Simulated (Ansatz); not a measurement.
# Geometry relaxation of AlBSiAsH6F (part 1 of 3)

System: AlBSiAsH6F.
Method: RKS B3LYP-D4/def2-SVP (Ansatz 0.2.0).

It belongs to a series of runs on one base structure; here: end point B relaxed. Figures and captions count atoms from 1; the log counts them from 0 in places.

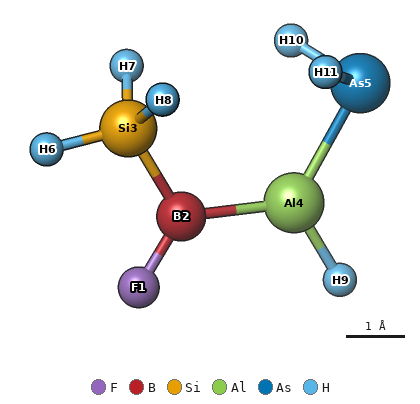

Figure 1. The input geometry (ball-and-stick view, seen at a tilt; atoms are numbered from 1 in the order of the input). Sticks mark near contacts.

### Summary

- outcome: converged
- total energy: −78795.3351 eV
- mean-field energy: −78794.9300 eV
- largest force (length of the vector) at the end: 0.010 eV/Å
- hardware: 2 threads of Arm Neoverse V1, 24 GiB of memory available, shared host
- wall time: 3 min (CPU time 5.9 min)
- peak memory: 0.34 GiB

### The input
```yaml
crystal:
  periodic: [false, false, false]
  atoms:
    - { symbol: F, position_ang: [-1.611, -1.6127, 1.6582] }
    - { symbol: B, position_ang: [-0.811, -0.7701, 0.798] }
    - { symbol: Si, position_ang: [1.0203, -1.2514, 0.5359] }
    - { symbol: Al, position_ang: [-1.4858, 0.9102, -0.1579] }
    - { symbol: As, position_ang: [-0.089, 2.2258, -1.5996] }
    - { symbol: H, position_ang: [1.33061, -2.49764, 1.31849] }
    - { symbol: H, position_ang: [1.93619, -0.20283, 0.98982] }
    - { symbol: H, position_ang: [1.31272, -1.55211, -0.88094] }
    - { symbol: H, position_ang: [-3.0855, 1.3319, 0.0813] }
    - { symbol: H, position_ang: [1.0425, 2.2353, -0.4787] }
    - { symbol: H, position_ang: [0.4569, 0.9543, -2.2667] }
basis:
  gaussian: { orbitals: def2-SVP }
hamiltonian:
  xc: b3lyp
  dispersion: d4
relax:
  f_tol: 0.015
  max_steps: 40
```

Launch command:
```bash
ansatz run input.yaml --threads 2 --pin off --max-ram 3072MiB --backend cpu --events-out ev --progress --plain --runs-dir out
```

### Log
```
The last accepted step is kept in [file] (removed where the run ends without a failure and the disk answers)
Engine: ansatz 0.2.0, aarch64-unknown-linux-gnu
Functional definition: B3LYP
  parameter a0 = 0.2
  parameter ax = 0.72
  parameter ac = 0.81
  exchange = (1 - a0 - ax)*slater_x + ax*b88_x + a0*exact_x
  correlation = (1 - ac)*vwn_rpa_c + ac*lyp_c
1313 factors; integrals over basis functions are off by at most 5.2e-4 eV
mean field evaluation 1: about -78792.4561 eV, gradient 2.7e1 eV
mean field evaluation 2: about -78791.4085 eV, gradient 4.1e1 eV
mean field evaluation 4: about -78794.0880 eV, gradient 1.2e0 eV
mean field evaluation 8: about -78794.1077 eV, gradient 4.0e-2 eV
mean field -78794.10767110 eV, -2895.6300483484 hartree, gradient 1.2e-5 eV, S^2 0.000000; 0 other end points of the search recorded, 0 dependent functions left out
the calculation of the forces begins
reference -78794.10796220 eV, -2895.6300590463 hartree; 40, 40 occupied and 86, 86 virtual orbitals, 1313 factors
relax step   1: F+E_penalty+E_count = -78794.55996378 eV  Δ(F+E_penalty+E_count) = +0.000e0 eV  max|allowed force component| = 2.650e0 eV/Å  Δτ_max = 0.0000 Å  (27 SCF iters, accepted)
these checks for a lower state are left out or cut short: starts, cluster_reference, orbital_swaps, neighbouring_geometries, increment
1313 factors; integrals over basis functions are off by at most 6.4e-4 eV
mean field evaluation 16: about -78794.4751 eV, gradient 1.0e1 eV
mean field -78794.64596198 eV, -2895.6498301733 hartree, gradient 1.6e-5 eV, S^2 0.000000; 0 other end points of the search recorded, 0 dependent functions left out
[... from here on the field's lines of each further geometry are left out, up to the last ...]
relax step   2: F+E_penalty+E_count = -78795.08118422 eV  Δ(F+E_penalty+E_count) = -5.212e-1 eV  max|allowed force component| = 1.801e0 eV/Å  Δτ_max = 0.1929 Å  (29 SCF iters, accepted)
relax step   3: F+E_penalty+E_count = -78795.18523649 eV  Δ(F+E_penalty+E_count) = -1.041e-1 eV  max|allowed force component| = 4.477e-1 eV/Å  Δτ_max = 0.0970 Å  (30 SCF iters, accepted)
relax step   4: F+E_penalty+E_count = -78795.19411468 eV  Δ(F+E_penalty+E_count) = -8.878e-3 eV  max|allowed force component| = 1.557e-1 eV/Å  Δτ_max = 0.0474 Å  (30 SCF iters, accepted)
relax step   5: F+E_penalty+E_count = -78795.19618010 eV  Δ(F+E_penalty+E_count) = -2.065e-3 eV  max|allowed force component| = 4.584e-2 eV/Å  Δτ_max = 0.0293 Å  (31 SCF iters, accepted)
relax step   6: F+E_penalty+E_count = -78795.19647176 eV  Δ(F+E_penalty+E_count) = -2.917e-4 eV  max|allowed force component| = 1.543e-2 eV/Å  Δτ_max = 0.0096 Å  (30 SCF iters, accepted)
relax step   7: F+E_penalty+E_count = -78795.19795544 eV  Δ(F+E_penalty+E_count) = -1.484e-3 eV  max|allowed force component| = 3.523e-2 eV/Å  Δτ_max = 0.0709 Å  (29 SCF iters, accepted)
relax step   8: F+E_penalty+E_count = -78795.19830690 eV  Δ(F+E_penalty+E_count) = -3.515e-4 eV  max|allowed force component| = 2.002e-2 eV/Å  Δτ_max = 0.0073 Å  (24 SCF iters, accepted)
relax step   9: F+E_penalty+E_count = -78795.20165653 eV  Δ(F+E_penalty+E_count) = -3.350e-3 eV  max|allowed force component| = 5.674e-2 eV/Å  Δτ_max = 0.0909 Å  (29 SCF iters, accepted)
relax step  10: F+E_penalty+E_count = -78795.20257241 eV  Δ(F+E_penalty+E_count) = -9.159e-4 eV  max|allowed force component| = 4.226e-2 eV/Å  Δτ_max = 0.0162 Å  (31 SCF iters, accepted)
relax step  11: F+E_penalty+E_count = -78795.21637865 eV  Δ(F+E_penalty+E_count) = -1.381e-2 eV  max|allowed force component| = 1.402e-1 eV/Å  Δτ_max = 0.2000 Å  (29 SCF iters, accepted)
relax step  12: F+E_penalty+E_count = -78795.21911214 eV  Δ(F+E_penalty+E_count) = -2.733e-3 eV  max|allowed force component| = 1.083e-1 eV/Å  Δτ_max = 0.0333 Å  (30 SCF iters, accepted)
relax step  13: F+E_penalty+E_count = -78795.24066659 eV  Δ(F+E_penalty+E_count) = -2.155e-2 eV  max|allowed force component| = 1.249e-1 eV/Å  Δτ_max = 0.2000 Å  (29 SCF iters, accepted)
relax step  14: F+E_penalty+E_count = -78795.25454592 eV  Δ(F+E_penalty+E_count) = -1.388e-2 eV  max|allowed force component| = 3.211e-1 eV/Å  Δτ_max = 0.1950 Å  (29 SCF iters, accepted)
relax step  15: F+E_penalty+E_count = -78795.26155005 eV  Δ(F+E_penalty+E_count) = -7.004e-3 eV  max|allowed force component| = 3.924e-1 eV/Å  Δτ_max = 0.1453 Å  (29 SCF iters, accepted)
relax step  16: F+E_penalty+E_count = -78795.29079743 eV  Δ(F+E_penalty+E_count) = -2.925e-2 eV  max|allowed force component| = 2.106e-1 eV/Å  Δτ_max = 0.1996 Å  (29 SCF iters, accepted)
relax step  17: F+E_penalty+E_count = -78795.30144029 eV  Δ(F+E_penalty+E_count) = -1.064e-2 eV  max|allowed force component| = 2.239e-1 eV/Å  Δτ_max = 0.1949 Å  (30 SCF iters, accepted)
relax step  18: F+E_penalty+E_count = -78795.30940405 eV  Δ(F+E_penalty+E_count) = -7.964e-3 eV  max|allowed force component| = 3.057e-1 eV/Å  Δτ_max = 0.1650 Å  (29 SCF iters, accepted)
relax step  19: F+E_penalty+E_count = -78795.31754567 eV  Δ(F+E_penalty+E_count) = -8.142e-3 eV  max|allowed force component| = 1.716e-1 eV/Å  Δτ_max = 0.0535 Å  (30 SCF iters, accepted)
relax step  20: F+E_penalty+E_count = -78795.32124425 eV  Δ(F+E_penalty+E_count) = -3.699e-3 eV  max|allowed force component| = 2.676e-1 eV/Å  Δτ_max = 0.1712 Å  (29 SCF iters, accepted)
relax step  21: F+E_penalty+E_count = -78795.32584140 eV  Δ(F+E_penalty+E_count) = -4.597e-3 eV  max|allowed force component| = 1.415e-1 eV/Å  Δτ_max = 0.0253 Å  (31 SCF iters, accepted)
relax step  22: F+E_penalty+E_count = -78795.32695493 eV  Δ(F+E_penalty+E_count) = -1.114e-3 eV  max|allowed force component| = 7.239e-2 eV/Å  Δτ_max = 0.0282 Å  (30 SCF iters, accepted)
relax step  23: F+E_penalty+E_count = -78795.32871136 eV  Δ(F+E_penalty+E_count) = -1.756e-3 eV  max|allowed force component| = 1.023e-1 eV/Å  Δτ_max = 0.0749 Å  (29 SCF iters, accepted)
relax step  24: F+E_penalty+E_count = -78795.32993012 eV  Δ(F+E_penalty+E_count) = -1.219e-3 eV  max|allowed force component| = 7.166e-2 eV/Å  Δτ_max = 0.0690 Å  (29 SCF iters, accepted)
relax step  25: F+E_penalty+E_count = -78795.33072829 eV  Δ(F+E_penalty+E_count) = -7.982e-4 eV  max|allowed force component| = 5.222e-2 eV/Å  Δτ_max = 0.0594 Å  (29 SCF iters, accepted)
relax step  26: F+E_penalty+E_count = -78795.33143986 eV  Δ(F+E_penalty+E_count) = -7.116e-4 eV  max|allowed force component| = 4.479e-2 eV/Å  Δτ_max = 0.0431 Å  (30 SCF iters, accepted)
relax step  27: F+E_penalty+E_count = -78795.33248126 eV  Δ(F+E_penalty+E_count) = -1.041e-3 eV  max|allowed force component| = 4.035e-2 eV/Å  Δτ_max = 0.0874 Å  (29 SCF iters, accepted)
relax step  28: F+E_penalty+E_count = -78795.33302240 eV  Δ(F+E_penalty+E_count) = -5.411e-4 eV  max|allowed force component| = 5.682e-2 eV/Å  Δτ_max = 0.0747 Å  (29 SCF iters, accepted)
relax step  29: F+E_penalty+E_count = -78795.33241940 eV  Δ(F+E_penalty+E_count) = +6.030e-4 eV  max|allowed force component| = 1.614e-1 eV/Å  Δτ_max = 0.1256 Å  (29 SCF iters, rejected (line search))
relax step  30: F+E_penalty+E_count = -78795.33388750 eV  Δ(F+E_penalty+E_count) = -8.651e-4 eV  max|allowed force component| = 5.492e-2 eV/Å  Δτ_max = 0.0615 Å  (29 SCF iters, accepted)
relax step  31: F+E_penalty+E_count = -78795.33395466 eV  Δ(F+E_penalty+E_count) = -6.716e-5 eV  max|allowed force component| = 6.654e-2 eV/Å  Δτ_max = 0.0513 Å  (29 SCF iters, accepted)
relax step  32: F+E_penalty+E_count = -78795.33433156 eV  Δ(F+E_penalty+E_count) = -3.769e-4 eV  max|allowed force component| = 6.465e-2 eV/Å  Δτ_max = 0.0337 Å  (30 SCF iters, accepted)
relax step  33: F+E_penalty+E_count = -78795.33449425 eV  Δ(F+E_penalty+E_count) = -1.627e-4 eV  max|allowed force component| = 4.288e-2 eV/Å  Δτ_max = 0.0110 Å  (24 SCF iters, accepted)
relax step  34: F+E_penalty+E_count = -78795.33463893 eV  Δ(F+E_penalty+E_count) = -1.447e-4 eV  max|allowed force component| = 1.517e-2 eV/Å  Δτ_max = 0.0091 Å  (25 SCF iters, accepted)
relax step  35: F+E_penalty+E_count = -78795.33471639 eV  Δ(F+E_penalty+E_count) = -7.745e-5 eV  max|allowed force component| = 1.252e-2 eV/Å  Δτ_max = 0.0250 Å  (30 SCF iters, accepted)
relax step  36: F+E_penalty+E_count = -78795.33478310 eV  Δ(F+E_penalty+E_count) = -6.672e-5 eV  max|allowed force component| = 1.004e-2 eV/Å  Δτ_max = 0.0230 Å  (29 SCF iters, accepted)
the calculation of the forces begins
reference -78794.92996936 eV, -2895.6602672521 hartree; 40, 40 occupied and 86, 86 virtual orbitals, 1313 factors
relax step  37: F+E_penalty+E_count = -78795.33482007 eV  Δ(F+E_penalty+E_count) = -3.697e-5 eV  max|allowed force component| = 9.056e-3 eV/Å  Δτ_max = 0.0221 Å  (30 SCF iters, accepted)
```

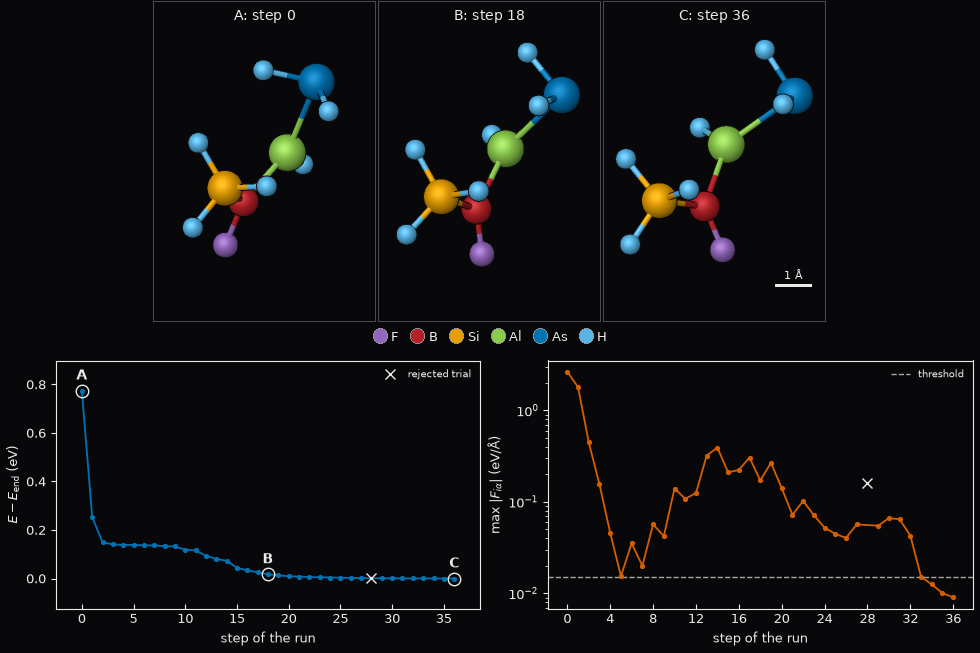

Figure 2. Frames of the relaxation (ball-and-stick view, seen at a tilt) above the curves, on which the letters mark them (the first geometry is step 0 here and step 1 in the log).

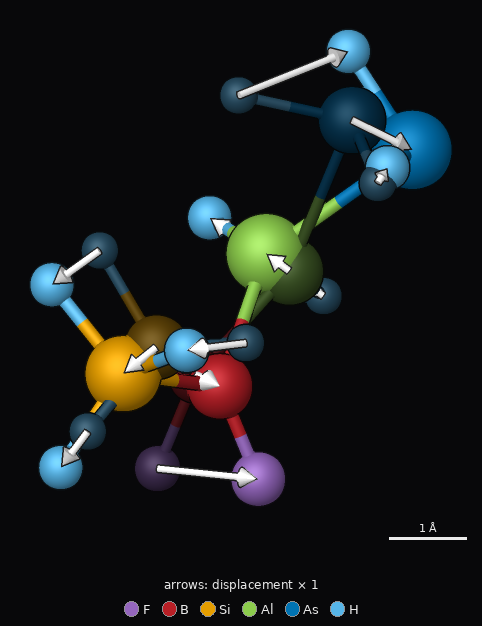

Figure 3. Start (faint) and end (solid) with the displacements as white arrows, at true length (ball-and-stick view, seen at a tilt). The two geometries are laid on each other by the best rigid fit. The energy falls by 0.775 eV in 36 geometry steps. The largest force component goes from 2.6 to 0.0091 eV/Å. The line search rejected the trial step at point 28 (counted from 0) and went back. The atom that moves furthest after the best rigid fit is H9 (1.82 Å). By element the largest moves are H 1.82 Å, F 1.45 Å, As 0.93 Å, Si 0.56 Å, B 0.43 Å, Al 0.38 Å. Among the contacts that change: B2–Si3 1.912 → 2.058 Å, B2–Al4 2.048 → 2.160 Å, F1–B2 1.446 → 1.335 Å, Al4–H9 1.672 → 1.592 Å. Among the angles that change: B2–Al4–H9 117.1° → 123.4°, B2–Si3–H6 109.6° → 114.6°, Si3–B2–Al4 117.3° → 121.6°. (Atoms are counted from 1 in the order of the input.)

```
1313 factors; integrals over basis functions are off by at most 3.7e-4 eV
mean field -78794.92965992 eV, -2895.6602558806 hartree, gradient 1.3e-5 eV, S^2 0.000000; 1 other end points of the search recorded, 0 dependent functions left out
the calculation of the forces begins
reference -78794.92996936 eV, -2895.6602672521 hartree; 40, 40 occupied and 86, 86 virtual orbitals, 1313 factors
Total energy: -78795.33512950 eV, -2895.6751566128 hartree
Atom 0 at    -1.688107    -1.957158     0.256653 Å, force    -0.002726    -0.004632    -0.000014 eV/Å
Atom 1 at    -0.770338    -1.004024     0.436616 Å, force    -0.002370     0.009056    -0.001879 eV/Å
Atom 2 at     1.130139    -1.604339     0.948422 Å, force    -0.005465    -0.000498     0.002102 eV/Å
Atom 3 at    -1.242269     1.072587     0.077682 Å, force     0.001367    -0.004432     0.000306 eV/Å
Atom 4 at    -0.846204     2.042237    -2.143671 Å, force     0.007724     0.007038    -0.000812 eV/Å
Atom 5 at     1.188133    -2.860000     1.757441 Å, force     0.000556    -0.005462     0.004236 eV/Å
Atom 6 at     1.823208    -0.513234     1.703351 Å, force     0.002690     0.005887     0.003439 eV/Å
Atom 7 at     1.907561    -1.820205    -0.314526 Å, force     0.004682    -0.001224    -0.007474 eV/Å
Atom 8 at    -1.840227     2.040096     1.192189 Å, force     0.002527    -0.001353     0.001080 eV/Å
Atom 9 at    -0.041011     3.195509    -1.538023 Å, force    -0.005735    -0.006250    -0.003347 eV/Å
Atom 10 at     0.396034     1.179253    -2.378263 Å, force    -0.003251     0.001869     0.002362 eV/Å
Dipole moment:     0.014088    -0.001368     0.081711 e Å
```

### Trajectory as extended XYZ (Å, eV, eV/Å), 37 frames, from step=1 to step=37
```
11
Properties=species:S:1:pos:R:3:forces:R:3 step=1 energy=-78794.55996
F    -1.6110   -1.6127    1.6582    1.6239   1.9680  -1.9407
B    -0.8110   -0.7701    0.7980   -2.6497  -2.1982   2.4609
Si    1.0203   -1.2514    0.5359    1.6072  -1.6914   0.3881
Al   -1.4858    0.9102   -0.1579   -2.2361   0.8836   0.0781
As   -0.0890    2.2258   -1.5996    0.8637   0.4955   0.1288
H     1.3306   -2.4976    1.3185    0.1591   0.0662  -0.0750
H     1.9362   -0.2028    0.9898    0.3083   0.5372   0.1029
H     1.3127   -1.5521   -0.8809    0.0110   0.0786  -0.3975
H    -3.0855    1.3319    0.0813    0.8117  -0.0184  -0.2330
H     1.0425    2.2353   -0.4787   -0.5714  -0.1178  -0.6308
H     0.4569    0.9543   -2.2667    0.0722  -0.0033   0.1183
11
Properties=species:S:1:pos:R:3:forces:R:3 step=2 energy=-78795.08118
F    -1.6119   -1.5348    1.5831    0.9995   0.9458  -0.9475
B    -0.7720   -0.7631    0.7883   -1.8014  -1.2124   1.3497
Si    1.1083   -1.3845    0.5993    0.6389  -0.1892  -0.1350
Al   -1.6454    0.9563   -0.1450    0.0024   0.3934  -0.2344
As   -0.1546    2.2845   -1.6061    0.2553   0.0173  -0.0629
H     1.4709   -2.6212    1.3659   -0.0432   0.0899  -0.0543
H     2.0011   -0.2650    1.0098    0.1309   0.0753   0.0765
H     1.3696   -1.6042   -0.8564    0.0289  -0.0663  -0.0455
H    -3.1459    1.4856    0.0107    0.0785  -0.1282   0.0576
H     0.9602    2.2188   -0.5427   -0.1435   0.0885   0.0500
H     0.4366    0.9985   -2.2091   -0.1464  -0.0141  -0.0542
```
